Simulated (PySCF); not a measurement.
**F6P, charge −1, SMILES `F[P-](F)(F)(F)(F)F`: what the electrons do**

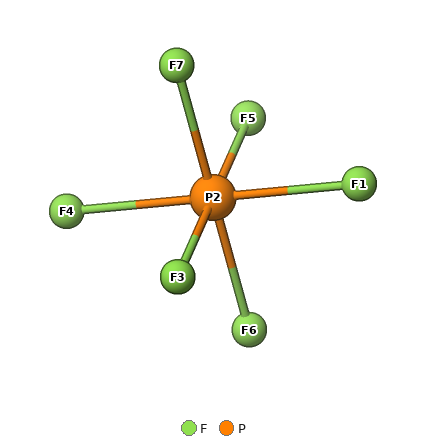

The molecule, with its atoms numbered as below. No frequency check shows the geometry to be a minimum.

Coordinates in Å:

```
F1       1.1114    0.0748    1.1885
P2       0.0000   -0.0000    0.0000
F3      -0.9376   -0.9476    0.9359
F4      -1.1113   -0.0748   -1.1885
F5       0.9374    0.9478   -0.9361
F6       0.7347   -1.3227   -0.6034
F7      -0.7346    1.3226    0.6035
```

### 1. Bonding charge

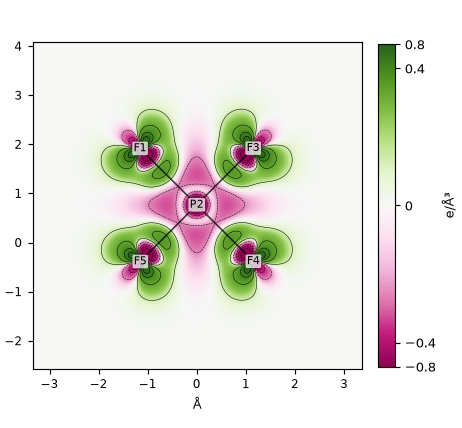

Deformation density (molecule less spherical, spin-averaged free atoms) in the plane of F1, P2, F3, F4 and F5; colour scale in e/Å³, logarithmic beyond ±0.1; green: gain, pink: loss.

PySCF calculation, r2SCAN/def2-SVPD, gas phase; geometry: GFN2-xTB.

How much density has each bond in this plane gained at its critical point, relative to the free atoms?

Answer. P2–F3, P2–F4, F1–P2 and P2–F5: −0.04 e/Å³ at the bond critical point (bond length 1.63 Å); up to 0.6 Å beside the axis the gain reaches +0.25 e/Å³. In all, 2.1 electrons gather in the regions of gain relative to the promolecule of neutral atoms (this includes the anion's extra charge). A small or negative value marks a very polar bond, one between electron-rich atoms, whose free-atom densities already overlap strongly, a long bond to a heavier atom, or a closed-shell contact such as a hydrogen bond.

Where do the Hirshfeld charges lie?

Answer. The highest Hirshfeld charge is on P2 (+0.49 e), the lowest on F1, F3, F4, F5, F6 and F7 (−0.25 e).

### 2. Bond critical points

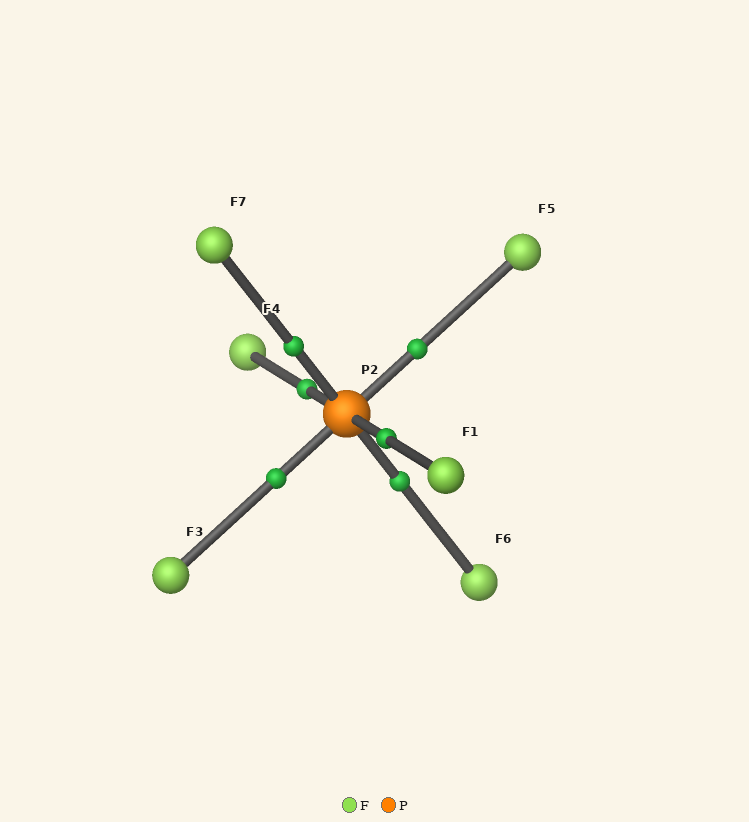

Molecular graph of the electron density (QTAIM): bond paths, bond critical points (green), ring points (magenta, if any); weak paths are dashed.

How many critical points of each kind are there, and does the count close?

Answer. 7 nuclei, 6 bond, 0 ring and 0 cage critical points: 7 − 6 + 0 − 0 = 1, as the Poincaré–Hopf relation requires.

What does the calculation give at each kind of bond critical point?

Answer.
```tsv
bond	length (Å)	ρ (a.u.)	∇²ρ (a.u.)	ε	H (a.u.)
P2–F3 (6 alike)	1.629	0.144	+0.75	0.00	−0.074
```

What kind of interaction is P2–F3?

Answer. Polar or intermediate (positive Laplacian, negative energy density H): ρ = 0.144, ∇²ρ = +0.75, H = −0.074 a.u.

### 3. Electrostatic potential

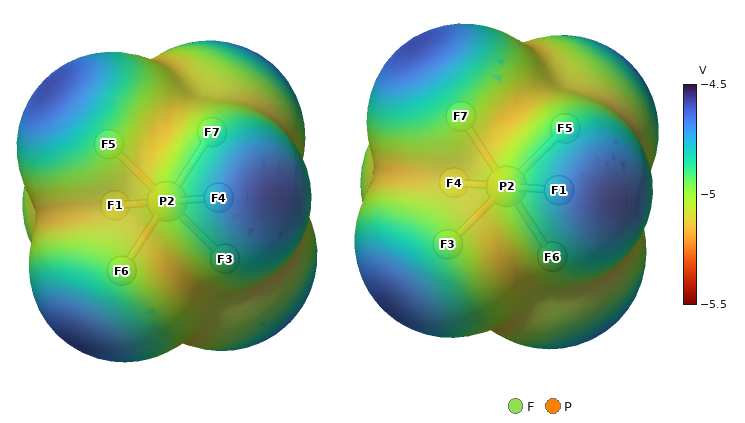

Electrostatic potential on the surface of electron density 0.001 a.u. (back view left, front view right).

Where are the extremes of the potential on the surface?

Answer. Highest: −4.58 V, 1.6 Å from F7, and at like points elsewhere. Lowest: −5.17 V, about equally far (1.8 Å) from F3 and F4, over P2 (2.6 Å), and at like points elsewhere. The surface is sampled at points, so like sites can differ by a few per cent and only the strongest of them is named.

### 4. In an electric field

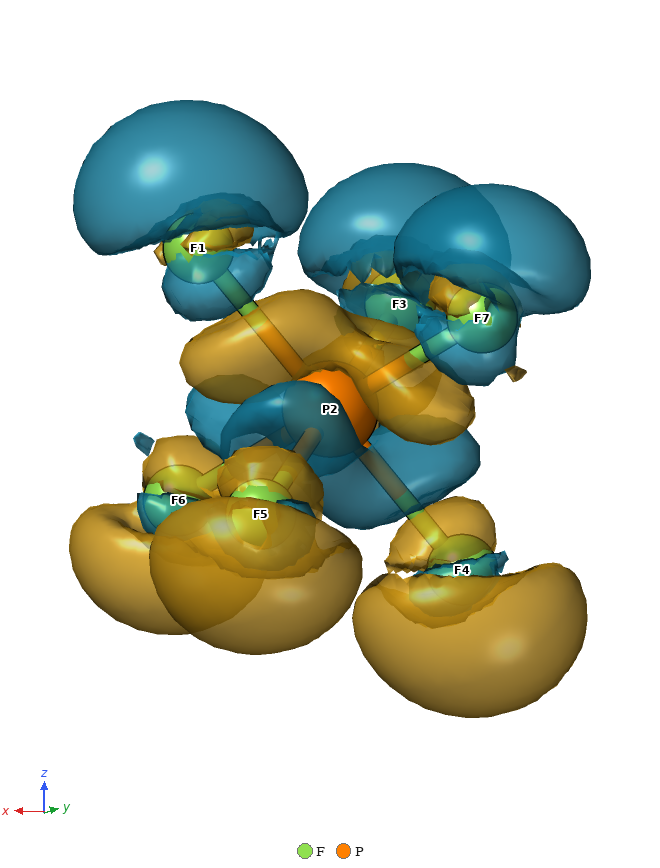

Change of the electron density in a uniform field of 0.10 V/Å, surfaces at ±0.0005 e/Å³ (yellow: gain, teal: loss).

Level of theory: BP86/6-311G** (PySCF), at a geometry from GFN2-xTB. For an anion such functionals hold the outermost electrons too loosely, so the response is rough. The basis has no diffuse functions, which an anion needs.

Along which Cartesian direction does the field point?

Answer. Along +z: electrons gather on the −z side, against the field.

How large is the response?

Answer. The induced dipole is 0.11 D (along the field); α along this axis, from the fields in both directions, is 22 bohr³ (3.3 Å³).

Which atoms gain and lose the most charge?

Answer. Electrons gather most on F4 and F5 alike (Hirshfeld charge changes by −0.003 e) and leave F1 and F3 alike most (+0.003 e); 0.013 electrons are displaced in all.

### 5. Localised orbitals

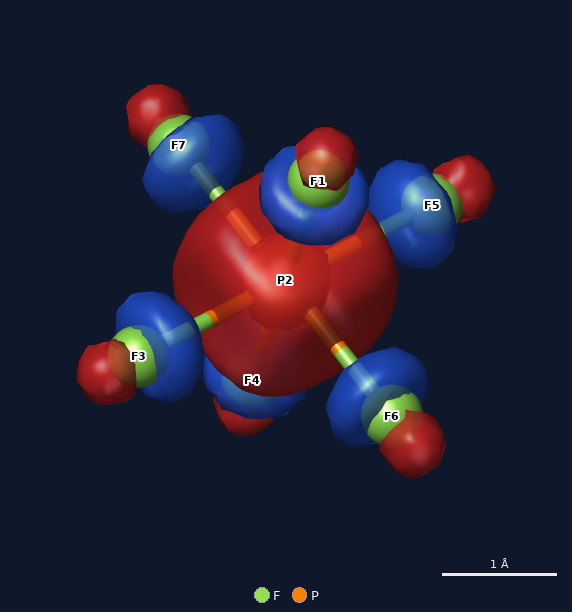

Intrinsic bond orbitals (IBO), occupied and valence-virtual; each surface holds about 70 % of the orbital's density. Energies are diagonal elements of the Fock matrix.

Computed with PySCF, B3LYP/def2-SVP, geometry: GFN2-xTB. The basis has no diffuse functions, which an anion needs.

What does this orbital represent?

Answer. Antibonding multicentre orbital mainly over P2, F1, F6 and F5 and further atoms (P2 57 %, F1 7 %, F6 7 %; 8.4 eV).

How do all the valence pairs divide up?

Answer. 24 pairs: 18 lone pairs and 6 σ bonds.
